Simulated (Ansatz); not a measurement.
The figure comes from a scan of KBr (rock salt): the crystal slips on the {110} plane by s times a lattice vector of 4.74 Å, no atom relaxing, γ being the energy change per area. The numbers are results of PBE (plane waves to 420 eV, PAW, scalar-relativistic; Ansatz, a first-principles code), not measurements. k mesh 6×6×6 (Γ-centred), Fermi-Dirac smearing 0.05 eV. Energies are extrapolated to zero smearing. Faults lie only 7.1 Å apart, and holding the cell height and the atoms raises γ above its relaxed value. Left out: 3 of 12 points, with atoms too close for the PAW data. KBr was relaxed with its symmetry unable to fall. The zero of γ is zero shift.

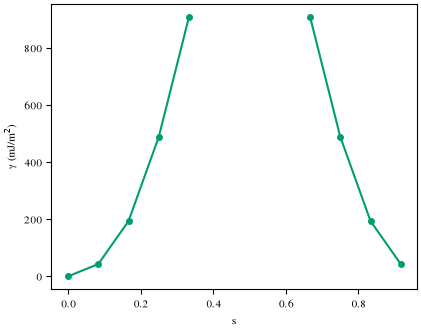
Figure: γ (mJ/m²) against s; one marker a computed point.

### Question
Turn the plot into a table (rounded to what can be read).

### Answer
To the nearest 20:

```csv
s,γ (mJ/m²)
0.000,0
0.083,40
0.167,200
0.250,480
0.333,900
0.667,900
0.750,480
0.833,200
0.917,40
```

(The slope of γ gives the shear force per area between the displaced halves; near zero shift its curvature is an elastic stiffness.)
